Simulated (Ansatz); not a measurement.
# C2H3In (SMILES C#[C][InH2]) at wB97X/def2-SVPD (core potential)

Aim: the electronic atomisation energy of C2H3In at wB97X/def2-SVPD (core potential), from 4 runs. 

The results are computed with Ansatz 0.2.0.

48 further runs of the same task are left out: 1 that didn't finish, 47 set aside as unsound or not needed.

## Step 1: The structure to begin with

C2H3In has 6 atoms, charge 0, and is taken as a singlet. SMILES: `C#[C][InH2]`. The coordinates come from a PBE0-D4/def2-TZVP relaxation.

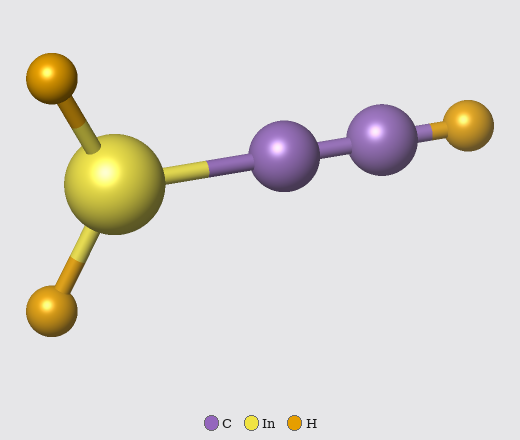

Viewed from a chosen angle; carbon purple, indium yellow, hydrogen amber.

## Step 2: The energy at wB97X/def2-SVPD (core potential)

run.yaml

```yaml
crystal:
  periodic: [false, false, false]
  atoms:
    - {symbol: C, position_ang: [-0.186600, -1.928000, 0.015100]}
    - {symbol: C, position_ang: [-0.070400, -0.723400, 0.005900]}
    - {symbol: In, position_ang: [0.131900, 1.363900, -0.010600]}
    - {symbol: H, position_ang: [-0.289000, -2.989600, 0.023300]}
    - {symbol: H, position_ang: [0.673500, 2.081500, -1.468800]}
    - {symbol: H, position_ang: [-0.259400, 2.195500, 1.435000]}
basis:
  gaussian:
    orbitals: def2-SVPD
hamiltonian:
  xc: {name: wB97X}
accuracy: high
output: {orbitals: {seedname: orbitals}}
```

On the command line:

```
$ ansatz run run.yaml --threads 1 --pin off --max-ram 3480MiB --events-out events.jsonl --progress --plain --runs-dir runs
```

Output:

```text
Warning: RAYON_NUM_THREADS=1 ignored (pool sized by the plan → 1); use --threads N
Functional definition: wB97X
  name "wB97X"
  parameter omega = 0.3/bohr
  parameter cx = 0.157706
  parameter cx1 = 0.726479
  parameter cx2 = 1.04760
  parameter cx3 = -5.70635
  parameter cx4 = 13.2794
  parameter css1 = -4.33879
  parameter css2 = 18.2308
  parameter css3 = -31.7430
  parameter css4 = 17.2901
  parameter cos1 = 2.37031
  parameter cos2 = -11.3995
  parameter cos3 = 6.58405
  parameter cos4 = -3.78132
  exchange = spin_sum(e_x_unif_sr(omega)*poly(b97_u_x, 1 - cx, cx1, cx2, cx3, cx4)) + cx*exact_x_sr(omega)
      + exact_x_lr(omega)
  correlation = spin_sum(e_c_pw_same_spin*poly(b97_u_same, 1, css1, css2, css3, css4))
      + integral(e_c_pw_opposite_spin*poly(b97_u_opposite, 1, cos1, cos2, cos3, cos4))
2051 factors; integrals over basis functions are off by at most 3.2e-9 eV
510 factors; integrals over basis functions are off by at most 2.1e-9 eV
mean field evaluation 1: about -7289.9184 eV, gradient 3.1e1 eV
mean field evaluation 2: about -7291.4664 eV, gradient 2.1e1 eV
mean field evaluation 4: about -7292.6129 eV, gradient 2.1e0 eV
mean field evaluation 8: about -7292.6673 eV, gradient 4.1e-2 eV
mean field evaluation 16: about -7292.6673 eV, gradient 1.6e-5 eV
mean field -7292.66730804 eV, -268.0005804230 hartree, gradient 7.6e-8 eV, S^2 0.000000; 0 other end points of the search recorded, 0 dependent functions left out
reference -7292.66730342 eV, -268.0005802533 hartree; 18, 18 occupied and 78, 78 virtual orbitals, 2051 factors
Total energy: -7292.66730342 eV, -268.0005802533 hartree
```

It took 25 s on 1 thread of Arm Neoverse V2, shared host; peak memory 0.54 GiB.

## Step 3: The C atom at the same level

input.yaml

```yaml
crystal:
  periodic: [false, false, false]
  atoms:
    - {symbol: C, position_ang: [0.000000, 0.000000, 0.000000]}
basis:
  gaussian: {orbitals: def2-SVPD}
magnetization: {spin_polarized: true, initial_magnetization: 2}
hamiltonian: {xc: {name: wB97X}}
accuracy: high
```

On the command line:

```
$ ansatz run input.yaml --threads 1 --pin off --max-ram 3480MiB --events-out events.jsonl --progress --plain --runs-dir runs
```

Output, shortened:

```text
Warning: RAYON_NUM_THREADS=1 ignored (pool sized by the plan → 1); use --threads N
[... 2 set-up lines as earlier in the session ...]
[...]
      + exact_x_lr(omega)
[...]
      + integral(e_c_pw_opposite_spin*poly(b97_u_opposite, 1, cos1, cos2, cos3, cos4))
163 factors; integrals over basis functions are off by at most 3.2e-9 eV
94 factors; integrals over basis functions are off by at most 4.4e-10 eV
[...]
mean field -1028.65422660 eV, -37.8023455808 hartree, gradient 3.5e-8 eV, S^2 2.006064; 0 other end points of the search recorded, 0 dependent functions left out
reference -1028.65422502 eV, -37.8023455225 hartree; 4, 2 occupied and 16, 18 virtual orbitals, 163 factors
Total energy: -1028.65422502 eV, -37.8023455225 hartree
```

Wall time 1.2 s (1 thread of Arm Neoverse V2, shared host); peak memory 0.13 GiB.

## Step 4: The H atom at the same level

molecule.yaml

```yaml
basis:
  gaussian:
    orbitals: def2-SVPD
crystal:
  periodic: [false, false, false]
  atoms:
    - {symbol: H, position_ang: [0.000000, 0.000000, 0.000000]}
magnetization:
  spin_polarized: true
  initial_magnetization: 1
hamiltonian:
  xc: {name: wB97X}
accuracy: high
```

Run the same way, it converges to -0.50060 Eh (log not shown).

## Step 5: The In atom

in.yaml

```yaml
crystal:
  periodic: [false, false, false]
  atoms:
    - symbol: In
      position_ang: [0.000000, 0.000000, 0.000000]
basis:
  gaussian:
    orbitals: def2-SVPD
magnetization:
  spin_polarized: true
  initial_magnetization: 1
hamiltonian:
  xc: {name: wB97X}
accuracy: high
```

Run the same way, it converges to -190.13971 Eh (log not shown).

## Step 6: Summary of results

At wB97X/def2-SVPD (core potential):

| quantity | value |
| --- | --- |
| molecule: total energy | -268.00058 Eh |
| molecule: HOMO energy | -10.16 eV |
| molecule: LUMO energy | -0.21 eV |
| molecule: HOMO–LUMO gap | 9.96 eV |
| C atom: total energy | -37.80235 Eh |
| C atom: ⟨S²⟩ | 2.006 |
| H atom: total energy | -0.50060 Eh |
| H atom: ⟨S²⟩ | 0.750 |
| In atom: total energy | -190.13971 Eh |
| In atom: ⟨S²⟩ | 0.752 |
| electronic atomisation energy | 20.527 eV |

Taking the molecule apart into free atoms costs 20.53 eV (1981 kJ/mol), before zero-point energy and without spin-orbit coupling.
